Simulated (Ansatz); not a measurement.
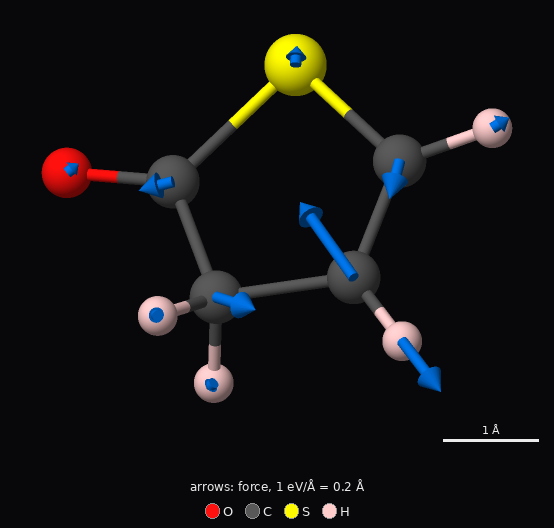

Starting geometry of C₄H₄OS (coarse preliminary run) with the computed forces as blue arrows. A ball-and-stick model, seen at a tilt.

The start comes from a force field.

Computed with Ansatz, RKS PBE-D4/def2-SVP. (force threshold 0.03 eV/Å; at most 200 steps)

Q: Is this structure relaxed? If not, where do the atoms go?

A: It isn't relaxed: the largest force vector, on a C atom, is 5.99 eV/Å. The final displacements follow the starting forces only in part (cosine between the two patterns 0.66). The atom that moves furthest after the best rigid fit is an H atom (0.071 Å). By element the largest moves are H 0.071 Å, C 0.062 Å, S 0.032 Å, O 0.025 Å. Among the contacts that change: C–H 1.008 → 1.099 Å, C–S 1.783 → 1.841 Å, C–C 1.547 → 1.493 Å, C–C 1.487 → 1.532 Å. Among the angles between lasting bonds that change: C–C–H 105.4° → 113.2°, C–C–H 113.0° → 107.6°, O–C–C 122.6° → 127.2°. Over 5 accepted moves (6 points after the start) the energy falls by 9.33 kcal/mol. The largest force component goes from 5.9 to 0.006 eV/Å. The line search rejected the trial step at point 2 of the run.
